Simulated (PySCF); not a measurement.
# H6NPSi, SMILES `N[SiH2]P`: electronic structure

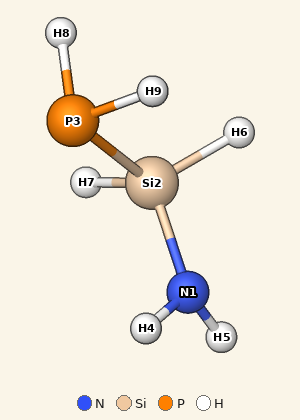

The molecule, with its atoms numbered as below. No frequency check shows the geometry to be a minimum.

Geometry (Å), atoms numbered from 1:

```
N1       1.6405   -0.7557    0.0525
Si2      0.5978    0.6097   -0.0035
P3      -1.4556   -0.2858   -0.0823
H4       1.3838   -1.5949   -0.4425
H5       2.6377   -0.6228    0.0242
H6       0.8914    1.3840    1.2049
H7       0.7207    1.4870   -1.1800
H8      -2.1064    0.9264    0.0379
H9      -1.5461   -0.5375    1.2722
```

## 1. Bonding charge

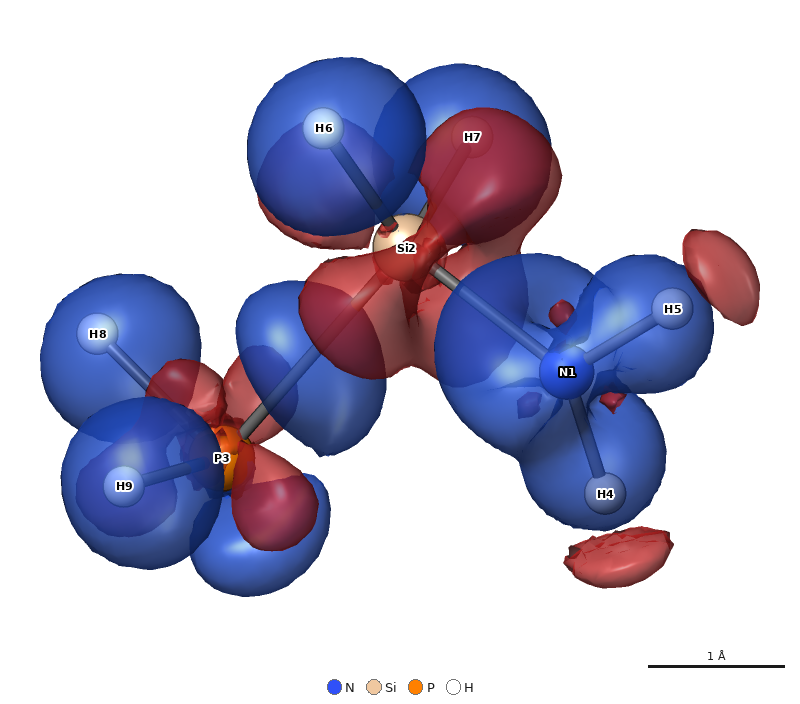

Deformation density (molecule less spherical, spin-averaged free atoms at the same positions), surfaces at ±0.07 e/Å³; blue: gain, red: loss.

Level of theory: B3LYP/def2-TZVP (PySCF), at a geometry from GFN2-xTB.

How much density has each bond gained at its critical point, relative to the free atoms?

Answer. N1–H5: +0.81 e/Å³ at the bond critical point (bond length 1.01 Å, Mayer order 0.9). N1–H4: +0.81 e/Å³ at the bond critical point (bond length 1.01 Å, Mayer order 0.9). P3–H9: +0.24 e/Å³ at the bond critical point (bond length 1.38 Å, Mayer order 1.0). Si2–H6: +0.23 e/Å³ at the bond critical point (bond length 1.47 Å, Mayer order 0.9). P3–H8: +0.23 e/Å³ at the bond critical point (bond length 1.38 Å, Mayer order 1.0). Si2–H7: +0.23 e/Å³ at the bond critical point (bond length 1.47 Å, Mayer order 0.9). Si2–P3: +0.17 e/Å³ at the bond critical point (bond length 2.24 Å, Mayer order 1.1). N1–Si2: +0.14 e/Å³ at the bond critical point (bond length 1.72 Å, Mayer order 1.1). In all, 2.1 electrons gather in the regions of gain relative to the promolecule. A small or negative value marks a very polar bond, one between electron-rich atoms, whose free-atom densities already overlap strongly, a long bond to a heavier atom, or a closed-shell contact such as a hydrogen bond.

Where do the Hirshfeld charges lie?

Answer. The highest Hirshfeld charge is on Si2 (+0.33 e), the lowest on N1 (−0.32 e).

```
atom  charge (e)
  N1       −0.32
 Si2       +0.33
  P3       −0.01
  H4       +0.11
  H5       +0.12
  H6       −0.09
  H7       −0.10
  H8       −0.02
  H9       −0.02
```

## 2. Bond critical points

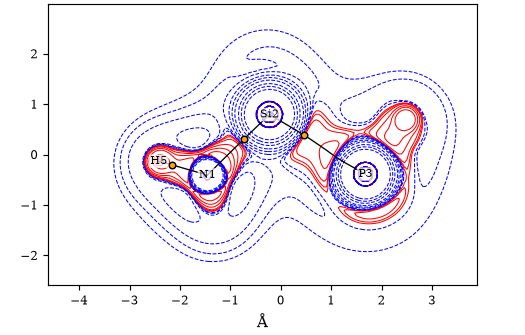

Negative Laplacian of the density (−∇²ρ) in the plane of N1, Si2, P3 and H5 (solid red lines positive, dashed blue lines negative, contours at ±0.02 to ±8 a.u.), with bond paths and bond critical points (dots).

Sort the bonds in the plane by the sign of ∇²ρ at their critical points.

Answer. Concentrated (∇²ρ < 0): N1–H5 (−1.64 a.u.); Si2–P3 (−0.07 a.u.). Depleted (∇²ρ > 0): N1–Si2 (+0.56 a.u., H = −0.061). A positive Laplacian with clearly negative H marks a strongly polar covalent bond, whose critical point lies close to the core of the less electronegative atom.

Where along N1–H5 does the critical point lie?

Answer. 0.74 Å from N1 and 0.27 Å from H5.

## 3. Local ionisation energy

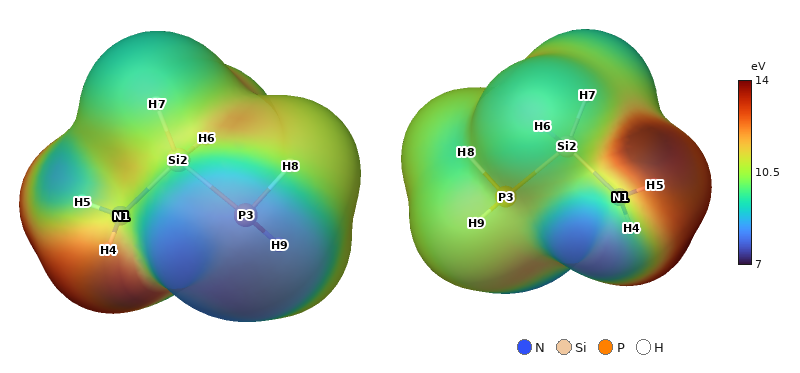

Average local ionisation energy on the surface of electron density 0.001 a.u. (back view left, front view right).

Where are the most loosely bound electrons on this surface?

Answer. The lowest value is 7.6 eV, 2.4 Å from P3. Further minima include 8.0 eV, 2.1 Å from N1; 8.9 eV, near H5 (1.93 Å), N1 (2.05 Å) and H4 (2.07 Å); 9.4 eV, 1.5 Å from H7. For comparison, the highest occupied orbital lies at −7.1 eV.

## 4. In an electric field

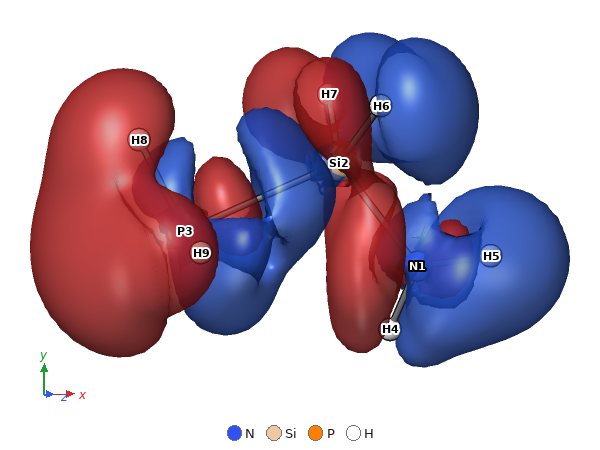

Change of the electron density in a uniform field of 0.21 V/Å, surfaces at ±0.001 e/Å³ (blue: gain, red: loss).

PySCF calculation, TPSS/def2-SVPD, gas phase; geometry: GFN2-xTB.

Along which Cartesian direction does the field point?

Answer. Along −x: electrons gather on the +x side, against the field.

What dipole is induced, and what polarisability does it imply?

Answer. The induced dipole is 0.77 D (along the field); α along this axis, from the fields in both directions, is 76 bohr³ (11.2 Å³).

Which atoms gain and lose the most charge?

Answer. Electrons gather most on H5 (Hirshfeld charge changes by −0.010 e) and leave P3 most (+0.017 e); 0.061 electrons are displaced in all.

## 5. Removing or adding an electron

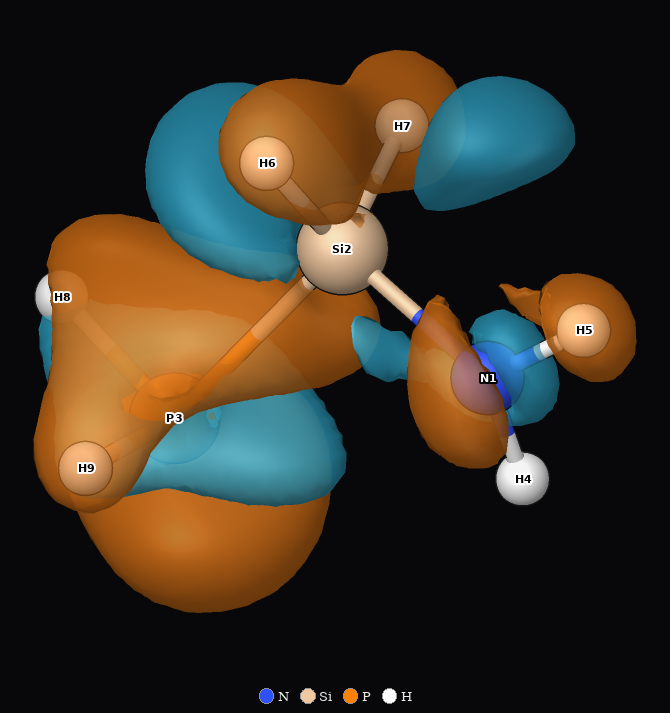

Dual descriptor f⁺ − f⁻ at ±0.02 e/Å³ (light blue positive, orange negative).

Computed with PySCF, ωB97X/def2-TZVP, geometry: GFN2-xTB.

Which atoms come out as electrophilic, and which as nucleophilic?

Answer. Electrophilic (positive): Si2 (+0.14) and H5 (+0.07). Nucleophilic (negative): P3 (−0.27). f⁻ (Hirshfeld-condensed) is largest on P3 (0.46); the vertical ionisation energy is 9.61 eV (the stability of the cation's solution wasn't checked). f⁺ (Hirshfeld-condensed) is largest on Si2 (0.28) and P3 (0.19); the vertical electron affinity is −2.03 eV (the stability of the anion's solution wasn't checked; negative, but this basis has no diffuse functions, so it doesn't show that the anion is unbound).

## 6. Stretching a bond

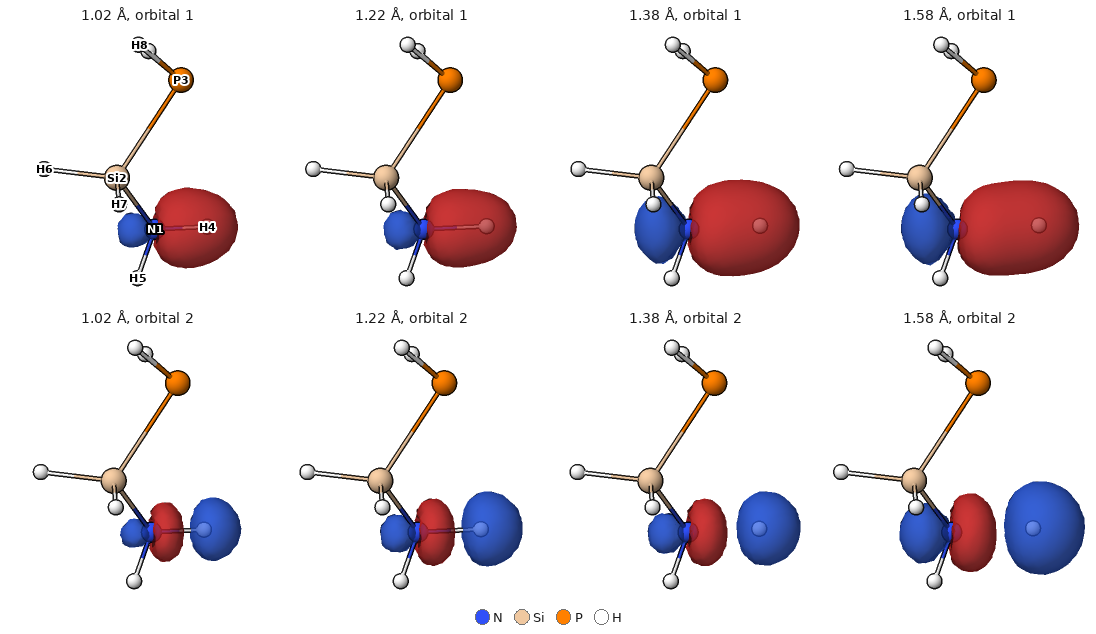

Rigid stretch of the N1–H4 bond. The two CASSCF(2,2) natural orbitals nearest half filling (orbital 1 the more occupied).

Computed with PySCF, 6-31+G* basis, geometry: GFN2-xTB.

How do the occupations change along the stretch?

Answer. 1.02 Å: 1.98 and 0.02; 1.22 Å: 1.96 and 0.04; 1.38 Å: 1.94 and 0.06; 1.58 Å: 1.89 and 0.11. At the longest distance computed (2.86 Å) they are 1.15 and 0.85, and the effective number of unpaired electrons is 1.9.

Where does the UHF solution part from RHF?

Answer. Between 1.38 Å (⟨S²⟩ = 0, the two coincide) and 1.58 Å (⟨S²⟩ = 0.27); at 2.86 Å ⟨S²⟩ is 1.00 and UHF lies 4.4 eV below RHF.

How much energy does the stretch cost?

Answer. By CASSCF, 4.4 eV from the lowest point of the scan (1.02 Å) to 2.86 Å; RHF gives 8.2 eV from its own lowest point. The fragments aren't relaxed and dynamic correlation is missing, so this isn't a bond dissociation energy.
